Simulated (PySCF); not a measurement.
## Electronic structure of AlGa (triplet) in real space

| atom | x (Å) | y (Å) | z (Å) |
| --- | --- | --- | --- |
| Al | 0.0000 | 0.0000 | -1.9440 |
| Ga | 0.0000 | 0.0000 | 0.7610 |

The calculation used PBE0/x2c-SVPall, spin-free X2C-1e, Gaussian nucleus, at a bond length of 2.705 Å (PySCF 2.14.0).

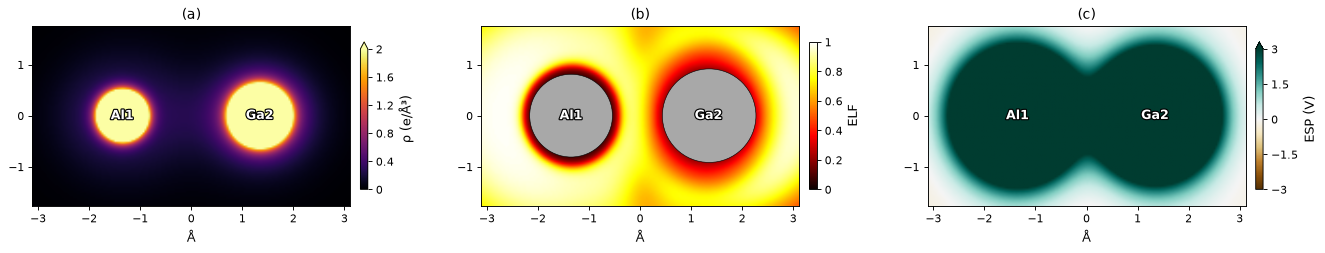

Figure 1. (a) electron density; (b) ELF; (c) molecular electrostatic potential on a plane that holds the molecular axis. Grey discs cover the atomic cores in the ELF map.

Q: Read the bonding off the picture.

A:
- The section cuts through Al and Ga sites.
- Al–Ga (2.70 Å): the density is about 0.29 e/Å³ at the midpoint; the ELF peaks at about 0.85 between the atoms; a shared electron pair.
- The potential has no marked negative region in this plane.

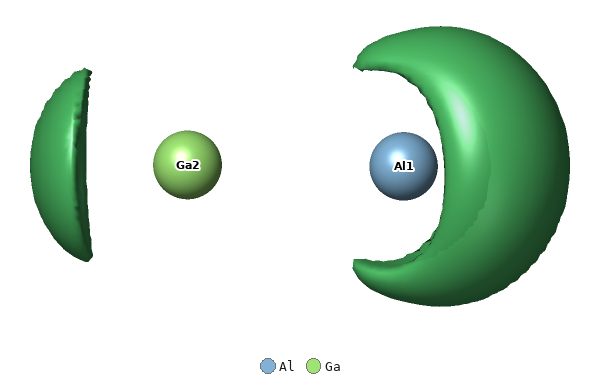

Figure 2. Isosurface of the ELF at 0.9 (green), seen from one side. Core shells and regions of very low density are left out.

Q: Where are the electrons localised?

A: The surface consists of one lobe on Al, pointing away from the bonds (non-bonding electrons) and one lobe on Ga, pointing away from the bonds (non-bonding electrons).
